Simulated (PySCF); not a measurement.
Potential energy curve for PH, triplet.

Levels of theory: ROKS-wB97X-V = restricted open-shell wB97X-V/cc-pVTZ (PySCF 2.14.0); UKS-wB97X-V = unrestricted wB97X-V/cc-pVTZ in PySCF 2.14.0; ROHF/cc-pVTZ (PySCF).

Magnitude of the dipole moment (D; its direction can reverse along the curve, and a method can change to another solution) and Mulliken charge of the fragment that holds P1:

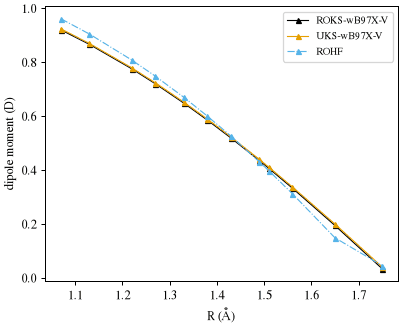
*Dipole moment against bond length.*

```csv
R / Å,μ ROKS-wB97X-V,q ROKS-wB97X-V,μ UKS-wB97X-V,q UKS-wB97X-V,μ ROHF,q ROHF
1.07,0.92,-0.13,0.92,-0.13,0.96,-0.14
1.13,0.87,-0.13,0.87,-0.13,0.90,-0.13
1.22,0.78,-0.11,0.78,-0.11,0.81,-0.10
1.27,0.72,-0.09,0.72,-0.09,0.75,-0.08
1.33,0.65,-0.07,0.65,-0.06,0.67,-0.06
1.38,0.58,-0.05,0.59,-0.05,0.60,-0.04
1.43,0.52,-0.03,0.52,-0.03,0.53,-0.02
1.49,0.43,-0.02,0.44,-0.02,0.43,-0.01
1.51,0.41,-0.01,0.41,-0.01,0.40,0.00
1.56,0.33,-0.01,0.34,0.00,0.31,0.01
1.65,0.19,0.01,0.20,0.01,0.15,0.03
1.75,0.03,0.02,0.04,0.02,0.05,0.04
```

The scan ran from 1.07 to 5.65 Å; beyond the distances shown one of the unrestricted levels run for this scan, shown here or not, changes its spin distribution in one step.
